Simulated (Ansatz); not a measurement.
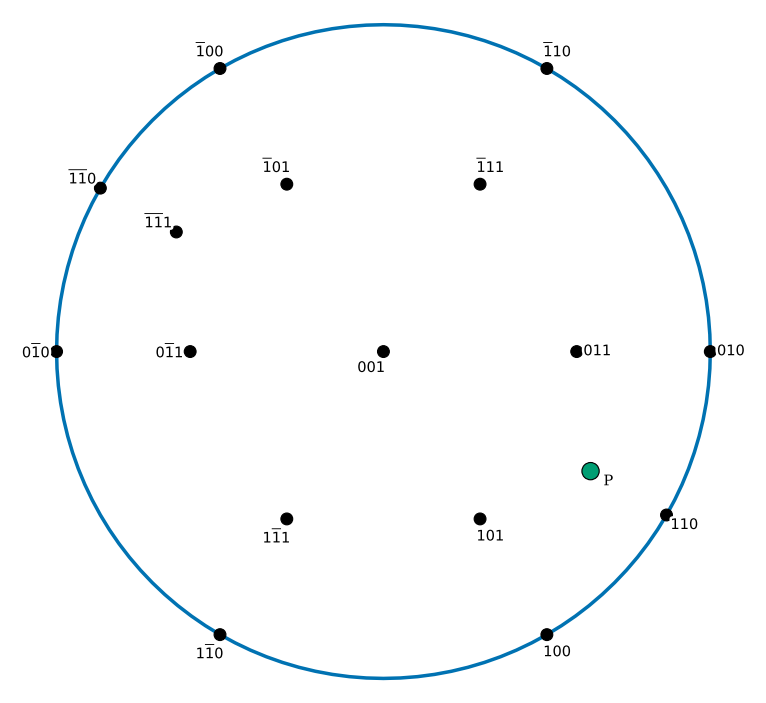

Crystal: Ru, coordinates from a relaxation with DFT, RPBE, plane waves (420 eV) with PAW, scalar-relativistic in Ansatz 0.2.0. Stereographic projection of plane normals (upper hemisphere) centred on (0 0 1). The drawing is computed from the coordinates (standard cell, symmetry found to 0.002 Å).

a = 2.737 Å, b = 2.737 Å, c = 4.309 Å, α = 90.00°, β = 90.00°, γ = 120.00°.

Q: Index the pole marked P.

A: P is (1 1 1), in four indices (1 1 −2 1), 72.4° from the centre.

Q: Which zone does the coloured great circle trace?

A: The zone [0 0 1]: its poles satisfy l = 0.

Q: What is the angle between the normals of (1 −1 0) and (0 −1 0), and what are their d_hkl = 1/|g|?

A: 60.0°; d = 2.370 Å and 2.370 Å.
